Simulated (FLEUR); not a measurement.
**KMnF3: moments or none**

Aim: find out whether KMnF3 carries moments when they start parallel, and what they gain.

Program: FLEUR MaX-R8.1. Level of theory: LDA (VWN); all-electron FLAPW, Dirac cores, scalar-relativistic bands. Results are calculated unless marked as measured.

## 1. Set-up

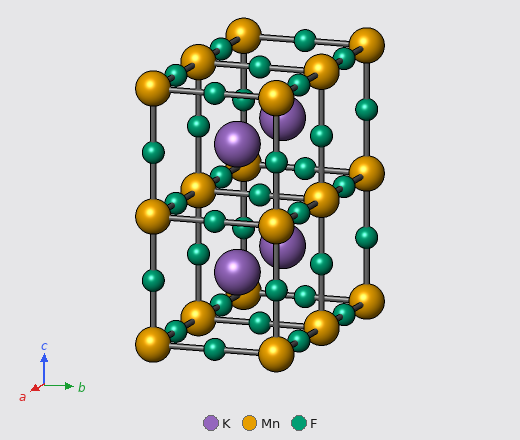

The starting structure, seen slightly off an axis (potassium purple, manganese orange, fluorine teal). 2×1×2 cells are drawn. Some periodic images of atoms are drawn too.

Coordinates:

```
K Mn F
1.0
     4.18930    0.00000    0.00000
     0.00000    4.18930    0.00000
     0.00000    0.00000    4.18930
K Mn F
1 1 3
Direct
  0.50000 0.50000 0.50000
  0.00000 0.00000 0.00000
  0.50000 0.00000 0.00000
  0.00000 0.50000 0.00000
  0.00000 0.00000 0.50000
```

## 2. Order 1, typed as ferro +

The parallel start comes first: it shows whether parallel moments hold.

inpgen writes inp.xml from crystal.txt; cutoffs, mixing, functional, smearing and local orbitals are then set in the file. The k list default-1 (kpts.xml, not shown) is a Γ-centred 6×6×6 mesh; where the ranks do not divide the number of points, some are split in two of half the weight.

Contents of inp.xml:

```
<?xml version="1.0" encoding="UTF-8" standalone="no"?>
<fleurInput fleurInputVersion="0.39">
   <comment>
      KMnF3
   </comment>
   <calculationSetup>
      <cutoffs Kmax="4.32" Gmax="13.0" GmaxXC="13.0" numbands="0"/>
      <scfLoop itmax="90" minDistance="0.00002" maxIterBroyd="15" imix="Anderson" alpha="0.05" precondParam="0.0" spinf="2.0" sdNocoIR="T"/>
      <coreElectrons ctail="T" frcor="F" kcrel="0" coretail_lmax="0"/>
      <xcFunctional name="vwn" relativisticCorrections="F"/>
      <magnetism jspins="2"/>
      <soc l_soc="F" theta="0.0" phi="0.0" spav="F"/>
      <expertModes spex="0" secvar="F"/>
      <geometryOptimization l_f="F" forcealpha="1.0" forcemix="BFGS" epsdisp="0.00001" epsforce="0.00001"/>
      <ldaU l_linMix="F" mixParam="0.05" spinf="1.0"/>
   </calculationSetup>
   <cell>
      <bzIntegration valenceElectrons="45.0" mode="hist" fermiSmearingEnergy="0.00110248">
         <kPointListSelection listName="default-1"/>
         <xi:include xmlns:xi="http://www.w3.org/2001/XInclude" href="kpts.xml"> </xi:include>
      </bzIntegration>
      <xi:include xmlns:xi="http://www.w3.org/2001/XInclude" href="sym.xml"> </xi:include>
      <bulkLattice scale="1.0">
         <bravaisMatrix>
            <row-1>    7.9166296537867797     0.0000000000000000     0.0000000000000000</row-1>
            <row-2>    0.0000000000000000     7.9166296537867797     0.0000000000000000</row-2>
            <row-3>    0.0000000000000000     0.0000000000000000     7.9166296537867797</row-3>
         </bravaisMatrix>
      </bulkLattice>
   </cell>
   <atomSpecies>
      <species name="Potassium (K)" element="K" atomicNumber="19">
         <mtSphere radius="2.8" gridPoints="925" logIncrement="0.013"/>
         <atomicCutoffs lmax="10" lnonsphr="8"/>
         <electronConfig flipSpins="F">
            <coreConfig>(1s1/2) (2s1/2) (2p1/2) (2p3/2)</coreConfig>
            <valenceConfig>(3s1/2) (3p1/2) (3p3/2) (4s1/2)</valenceConfig>
            <stateOccupation state="(4s1/2)" spinUp="0.500000" spinDown="0.500000"/>
         </electronConfig>
         <energyParameters s="4" p="4" d="3" f="4"/>
         <lo type="SCLO" l="0" n="3" eDeriv="0"/>
         <lo type="SCLO" l="1" n="3" eDeriv="0"/>
      </species>
      <species name="Manganese 4.502" element="Mn" atomicNumber="25">
         <mtSphere radius="2.47" gridPoints="817" logIncrement="0.015"/>
         <atomicCutoffs lmax="10" lnonsphr="8"/>
         <electronConfig flipSpins="F">
            <coreConfig>(1s1/2) (2s1/2) (2p1/2) (2p3/2)</coreConfig>
            <valenceConfig>(3s1/2) (3p1/2) (3p3/2) (4s1/2) (3d3/2) (3d5/2)</valenceConfig>
            <stateOccupation state="(3d3/2)" spinUp="1.751" spinDown="0.249"/>
            <stateOccupation state="(3d5/2)" spinUp="3.0" spinDown="0.0"/>
         </electronConfig>
         <energyParameters s="4" p="4" d="3" f="4"/>
         <lo type="SCLO" l="0" n="3" eDeriv="0"/>
         <lo type="SCLO" l="1" n="3" eDeriv="0"/>
      </species>
      <species name="Fluorine (F)" element="F" atomicNumber="9">
         <mtSphere radius="1.39" gridPoints="461" logIncrement="0.023"/>
         <atomicCutoffs lmax="6" lnonsphr="4"/>
         <electronConfig flipSpins="F">
            <coreConfig>(1s1/2)</coreConfig>
            <valenceConfig>(2s1/2) (2p1/2) (2p3/2)</valenceConfig>
            <stateOccupation state="(2p1/2)" spinUp="0.833333" spinDown="0.833333"/>
            <stateOccupation state="(2p3/2)" spinUp="1.666667" spinDown="1.666667"/>
         </electronConfig>
         <energyParameters s="2" p="2" d="3" f="4"/>
      </species>
   </atomSpecies>
   <atomGroups>
      <atomGroup species="Potassium (K)">
         <relPos label="                   1">1.000/2.000 1.000/2.000 1.000/2.000</relPos>
         <force calculate="T" relaxXYZ="TTT"/>
      </atomGroup>
      <atomGroup species="Manganese 4.502">
         <relPos label="                   2">.0000000000 .0000000000 .0000000000</relPos>
         <force calculate="T" relaxXYZ="TTT"/>
      </atomGroup>
      <atomGroup species="Fluorine (F)">
         <relPos label="                   3">1.000/2.000 .0000000000 .0000000000</relPos>
         <relPos label="                   4">.0000000000 1.000/2.000 .0000000000</relPos>
         <relPos label="                   5">.0000000000 .0000000000 1.000/2.000</relPos>
         <force calculate="T" relaxXYZ="TTT"/>
      </atomGroup>
   </atomGroups>
   <output dos="F" band="F" slice="F">
      <bandDOS minEnergy="-.5*Htr" maxEnergy="0.5*Htr" sigma="0.015" storeEVData="T"/>
      <plotting iplot="0" polar="F">
         <plot TwoD="T" vec1="  1.0  0.0  0.0" vec2="  0.0  1.0  0.0" vec3="  0.0  0.0  1.0" zero="  0.0  0.0  0.0" file="plot"/>
      </plotting>
      <moessbauerParams electricFieldGradient="F" isomerShift="F" coreHyperfine="F" valenceHyperfine="F"/>
   </output>
</fleurInput>
```

Contents of crystal.txt:

```
KMnF3
&input film=F cartesian=F /
4.18930000000  0.00000000000  0.00000000000
0.00000000000  4.18930000000  0.00000000000
0.00000000000  0.00000000000  4.18930000000
1.8897261246
1.0 1.0 1.0

5
19 0.50000000000  0.50000000000  0.50000000000
25 0.00000000000  0.00000000000  0.00000000000 : 4.502
9 0.50000000000  0.00000000000  0.00000000000
9 0.00000000000  0.50000000000  0.00000000000
9 0.00000000000  0.00000000000  0.50000000000

&kpt div1=6 div2=6 div3=6 gamma=T /
```

The run is started by

```sh
> OMP_NUM_THREADS=1 inpgen -f crystal.txt > inpgen.log  # inp.xml is then edited as shown
> OMP_NUM_THREADS=1 mpirun -n 2 fleur_MPI > fleur.log
```

Log:

```text
Welcome to FLEUR        (www.flapw.de)
      MaX-Release 8.1          (www.max-centre.eu)

 ========== k-point set info ==========
 Selected k-point list: default-1
 k-point list type: mesh
 6 x 6 x 6
 Number of k points: 20

 ------------Calculation Setup---------------------------
 Number of MPI-tasks      :            2
 Number of PE/node        :            2
 Number of OMP-threads    :            1
 k-points in parallel     :            2
 pe's per k-point         :            1
 No of k-point loops      :           10
 Eigenvalue solver        :       lapack
 Number of basis functions:          721
 Approximate size of matrices (H+S) per k-point:         0.008 GB
 --------------------------------------------------------
 Iteration:     1   Distance:      12.47199683 me/bohr^3
 Iteration:     2   Distance:      10.88725879 me/bohr^3
 Iteration:     3   Distance:       5.91303103 me/bohr^3
 Iteration:     4   Distance:       5.39704483 me/bohr^3
 Iteration:     5   Distance:       2.39745385 me/bohr^3
 Iteration:     6   Distance:       0.42955260 me/bohr^3
 Iteration:     7   Distance:       0.95420360 me/bohr^3
 Iteration:     8   Distance:       0.12108108 me/bohr^3
 Iteration:     9   Distance:       0.11350740 me/bohr^3
 Iteration:    10   Distance:       0.02112010 me/bohr^3
 Iteration:    11   Distance:       0.02264743 me/bohr^3
 Iteration:    12   Distance:       0.00408676 me/bohr^3
 Iteration:    13   Distance:       0.00044993 me/bohr^3
 Iteration:    14   Distance:       0.00041750 me/bohr^3
 Iteration:    15   Distance:       0.00004638 me/bohr^3
 Iteration:    16   Distance:       0.00004335 me/bohr^3
 Iteration:    17   Distance:       0.00001744 me/bohr^3

 ********************************************************************
 Run finished successfully
 Stop message:
   all done
 ********************************************************************

--- out.xml (last complete iteration) ---
<iteration numberForCurrentRun="   17" overallNumber="   17">
         [... left out ...]
         <bandgap value="0.9755825932" units="eV"/>
         <sumValenceSingleParticleEnergies value="-21.1283847930" units="Htr"/>
         <FermiEnergy value="0.2273559684" units="Htr"/>
         <valenceDensity>
            <mtCharges spin="1">
               <mtCharge atomType="1" total="3.9601996" s="1.0036607" p="2.9211181" d="0.0275086" f="0.0056669"/>
               <mtCharge atomType="2" total="9.2111793" s="1.1312424" p="3.1627042" d="4.8462233" f="0.0465463"/>
               <mtCharge atomType="3" total="2.8281280" s="0.8018392" p="2.0239783" d="0.0019956" f="0.0002617"/>
            </mtCharges>
            <mtCharges spin="2">
               <mtCharge atomType="1" total="3.9592981" s="1.0040004" p="2.9210902" d="0.0267589" f="0.0054035"/>
               <mtCharge atomType="2" total="4.5976742" s="1.1026940" p="3.1370719" d="0.2896563" f="0.0445685"/>
               <mtCharge atomType="3" total="2.7570504" s="0.7949802" p="1.9617582" d="0.0002321" f="0.0000647"/>
            </mtCharges>
            <spinDependentCharge spin="1" total="25.0000000" interstitial="3.3442371" mtSpheres="21.6557629"/>
            <spinDependentCharge spin="2" total="20.0000000" interstitial="3.1718764" mtSpheres="16.8281236"/>
            <totalCharge value="45.0000000000"/>
         </valenceDensity>
         [... left out ...]
         <allElectronCharges>
            <spinDependentCharge spin="1" total="38.0000000" interstitial="3.3442368" mtSpheres="34.6557632"/>
            <spinDependentCharge spin="2" total="33.0000000" interstitial="3.1718761" mtSpheres="29.8281239"/>
            <totalCharge value="70.9999999959"/>
         </allElectronCharges>
         <magneticMomentsInMTSpheres units="muBohr">
            <globalMagMoment atomType="1" vec="0.00000   0.00000   0.00090"/>
            <localMagMoment atomType="1" vec="0.00000   0.00000   0.00090"/>
            <globalMagMoment atomType="2" vec="0.00000   0.00000   4.61351"/>
            <localMagMoment atomType="2" vec="0.00000   0.00000   4.61351"/>
            <globalMagMoment atomType="3" vec="0.00000   0.00000   0.07108"/>
            <localMagMoment atomType="3" vec="0.00000   0.00000   0.07108"/>
         </magneticMomentsInMTSpheres>
         <moessbauerParams unitsHFF="kG" unitsIS="e/bohr^3" unitsEFG="Htr/bohr^2">
         </moessbauerParams>
         <totalEnergy value="    -2055.3831569651" units="Htr">
            <sumOfEigenvalues value="    -1164.9925476181">
               <coreElectrons value="-1143.8641628251"/>
               <valenceElectrons value="-21.1283847930"/>
            </sumOfEigenvalues>
            <densityCoulombPotentialIntegral value="-3088.9974593607"/>
            <densityEffectivePotentialIntegral value="-3236.6105891286"/>
            <chargeDenXCDenIntegral value="-111.6602682631"/>
            <FockExchangeEnergyValence value="0.0000000000"/>
            <FockExchangeEnergyCore value="0.0000000000"/>
            <atomTypeDependentContributions atomType="1">
               <electronNucleiInteractionDifferentMTs value="713.3494834559"/>
               <MadelungTerm value="-6.1776406191"/>
            </atomTypeDependentContributions>
            <atomTypeDependentContributions atomType="2">
               <electronNucleiInteractionDifferentMTs value="1379.4650228404"/>
               <MadelungTerm value="-8.6119651916"/>
            </atomTypeDependentContributions>
            <atomTypeDependentContributions atomType="3">
               <electronNucleiInteractionDifferentMTs value="347.5372980900"/>
               <MadelungTerm value="-15.7007903352"/>
            </atomTypeDependentContributions>
            <tkbTimesEntropy value="0.0000000000"/>
            <freeEnergy value="-2055.3831569651"/>
            <extrapolationTo0K value="-2055.3831569651"/>
         </totalEnergy>
         <densityConvergence units="me/bohr^3">
            <chargeDensity spin="1" distance="0.0000112302"/>
            <chargeDensity spin="2" distance="0.0000116620"/>
            <overallChargeDensity distance="0.0000174400"/>
            <spinDensity distance="0.0000148354"/>
         </densityConvergence>
      </iteration>
```

Wall time 79 s (2 MPI ranks of Arm Neoverse V1, shared host); peak memory 0.17 GiB.

Spin moment in the muffin-tin sphere by atom:

| atom | spin moment in the muffin-tin sphere (μB) |
| --- | --- |
| K1 | 0.00 |
| Mn2 | 4.61 |
| F3 | 0.07 |
| F4 | 0.07 |
| F5 | 0.07 |

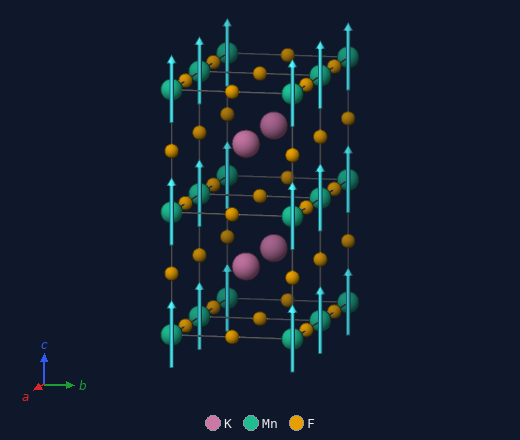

Spin moment in the muffin-tin sphere as arrows, the longest 4.61 μB. Up and down stand for the sign. Arrows give size and sign along the axis of quantisation, drawn up and down the page. 2×1×2 cells are drawn. Some periodic images of atoms are drawn too.

Read from the output:

| Property | Result |
| --- | --- |
| free energy | -55929.8250 eV |
| program's band gap on this mesh (in a metal only a level spacing) | 0.9756 eV |
| magnetization | 5 μB |
| final state | ferromagnetic |

After 17 cycles the largest moment stands at 4.61 μB.

## 3. Run 2 (no spin polarisation)

A spinless run gives the zero against which the gain from the moments is read.

Edit inp.xml of step 2 so:

```diff
@@ -10,3 +10,3 @@
       <xcFunctional name="vwn" relativisticCorrections="F"/>
-      <magnetism jspins="2"/>
+      <magnetism jspins="1"/>
       <soc l_soc="F" theta="0.0" phi="0.0" spav="F"/>
@@ -43,3 +43,3 @@
       </species>
-      <species name="Manganese 4.502" element="Mn" atomicNumber="25">
+      <species name="Manganese (Mn)" element="Mn" atomicNumber="25">
          <mtSphere radius="2.47" gridPoints="817" logIncrement="0.015"/>
@@ -49,4 +49,4 @@
             <valenceConfig>(3s1/2) (3p1/2) (3p3/2) (4s1/2) (3d3/2) (3d5/2)</valenceConfig>
-            <stateOccupation state="(3d3/2)" spinUp="1.751" spinDown="0.249"/>
-            <stateOccupation state="(3d5/2)" spinUp="3.0" spinDown="0.0"/>
+            <stateOccupation state="(3d3/2)" spinUp="1.000000" spinDown="1.000000"/>
+            <stateOccupation state="(3d5/2)" spinUp="1.500000" spinDown="1.500000"/>
          </electronConfig>
@@ -73,3 +73,3 @@
       </atomGroup>
-      <atomGroup species="Manganese 4.502">
+      <atomGroup species="Manganese (Mn)">
          <relPos label="                   2">.0000000000 .0000000000 .0000000000</relPos>
```

Edit crystal.txt of step 2 so:

```diff
@@ -10,3 +10,3 @@
 19 0.50000000000  0.50000000000  0.50000000000
-25 0.00000000000  0.00000000000  0.00000000000 : 4.502
+25 0.00000000000  0.00000000000  0.00000000000
 9 0.50000000000  0.00000000000  0.00000000000
```

Log:

```text
[banner, memory and clock lines left out]
Welcome to FLEUR        (www.flapw.de)
      MaX-Release 8.1          (www.max-centre.eu)

 ========== k-point set info ==========
 Selected k-point list: default-1
 k-point list type: mesh
 6 x 6 x 6
 Number of k points: 20

 ------------Calculation Setup---------------------------
 Number of PE/node        :            2
 Number of OMP-threads    :            1
 k-points in parallel     :            2
 pe's per k-point         :            1
 No of k-point loops      :           10
 Eigenvalue solver        :       lapack
 Number of basis functions:          721
 Approximate size of matrices (H+S) per k-point:         0.008 GB
 Iteration:     1   Distance:      25.74122132 me/bohr^3
 Iteration:     2   Distance:      23.78273036 me/bohr^3
 Iteration:     3   Distance:      10.82094179 me/bohr^3
 Iteration:     4   Distance:      11.81025794 me/bohr^3
 Iteration:     5   Distance:       8.30844964 me/bohr^3
 Iteration:     6   Distance:       1.81112095 me/bohr^3
 Iteration:     7   Distance:       0.61254144 me/bohr^3
 Iteration:     8   Distance:       0.69956618 me/bohr^3
 Iteration:     9   Distance:       0.20257457 me/bohr^3
 Iteration:    10   Distance:       0.15717583 me/bohr^3
 Iteration:    11   Distance:       0.04240433 me/bohr^3
 Iteration:    12   Distance:       0.00506476 me/bohr^3
 Iteration:    13   Distance:       0.00468528 me/bohr^3
 Iteration:    14   Distance:       0.00077340 me/bohr^3
 Iteration:    15   Distance:       0.00080140 me/bohr^3
 Iteration:    16   Distance:       0.00074554 me/bohr^3
 Iteration:    17   Distance:       0.00008206 me/bohr^3
 Iteration:    18   Distance:       0.00002389 me/bohr^3
 Iteration:    19   Distance:       0.00000874 me/bohr^3

 ********************************************************************
 Run finished successfully
 Stop message:
   all done
 ********************************************************************

--- out.xml (last complete iteration) ---
<iteration numberForCurrentRun="   19" overallNumber="   19">
         [... left out ...]
         <bandgap value="0.0008372922" units="eV"/>
         <sumValenceSingleParticleEnergies value="-21.2764700038" units="Htr"/>
         <FermiEnergy value="0.2142338285" units="Htr"/>
         <valenceDensity>
            <mtCharges spin="1">
               <mtCharge atomType="1" total="7.9161312" s="2.0062089" p="5.8406177" d="0.0536915" f="0.0112201"/>
               <mtCharge atomType="2" total="13.8890095" s="2.2127955" p="6.2803150" d="5.2595225" f="0.0892109"/>
               <mtCharge atomType="3" total="5.5617899" s="1.5952056" p="3.9634614" d="0.0027387" f="0.0003068"/>
            </mtCharges>
            <spinDependentCharge spin="1" total="45.0000000" interstitial="6.5094895" mtSpheres="38.4905105"/>
            <totalCharge value="45.0000000000"/>
         </valenceDensity>
         [... left out ...]
         <totalEnergy value="    -2055.2852504080" units="Htr">
            <sumOfEigenvalues value="    -1165.5910480662">
               <coreElectrons value="-1144.3145780623"/>
               <valenceElectrons value="-21.2764700038"/>
            </sumOfEigenvalues>
            <densityCoulombPotentialIntegral value="-3089.3012225661"/>
            <densityEffectivePotentialIntegral value="-3236.5656729615"/>
            <chargeDenXCDenIntegral value="-111.4035728799"/>
            <FockExchangeEnergyValence value="0.0000000000"/>
            <FockExchangeEnergyCore value="0.0000000000"/>
         [... left out ...]
            <tkbTimesEntropy value="0.0013225310"/>
            <freeEnergy value="-2055.2865729390"/>
            <extrapolationTo0K value="-2055.2859116735"/>
         </totalEnergy>
         <densityConvergence units="me/bohr^3">
            <chargeDensity spin="1" distance="0.0000087391"/>
         </densityConvergence>
      </iteration>
```

Run time: 46 s. Hardware: 2 MPI ranks; peak memory 0.14 GiB; 92 s of CPU time.

Read from the output:

| Quantity | Value |
| --- | --- |
| free energy | -55927.1968 eV |
| program's band gap on this mesh (in a metal only a level spacing) | 8.37e-4 eV |
| final state | non-magnetic (no spin polarisation) |

It lies 2628 meV a seeded atom over the first start.

## 4. Ranking

Free energies are divided by the number of seeded atoms.

Orders:

| start | final state | typed order kept | energy over the lowest (meV a seeded atom) | largest sphere moment (μB) | net moment (μB a primitive cell) | mesh matched | CPU time (s) |
| --- | --- | --- | --- | --- | --- | --- | --- |
| ferro + | ferromagnetic | yes | 0 | 4.614 | 5 | yes | 156.9 |
| no spin polarisation | non-magnetic | - | 2628 | 0 | 0 | yes | 91.53 |

## 5. Summary of results

| Quantity | Value |
| --- | --- |
| lower run | with moments |
| largest site spin moment | 4.61 μB |
| energy gained by spin polarisation | 2628 meV a seeded atom |

**Reading.** The crystal holds moments, up to 4.61 μB, and the spinless run lies 2628 meV a seeded atom higher. No antiferromagnetic order was tried, so the session says nothing on how the moments order.

[Logs and program files are shortened in this print: banners, set-up blocks, solver, clock and traceback lines can be left out without a mark of their own.]

[Logs are printed without paths, hosts, clocks, repeated set-up lines and the standing remarks that a program may print on its own settings, such as how far it seeks lower states.]

[Hosts, paths, dates, database ids (printed as entryN), source tags and the programs' standing remarks are cut or masked in the printed files.]

[Where a cell is said to come from a database of computed structures, the database is the Materials Project.]
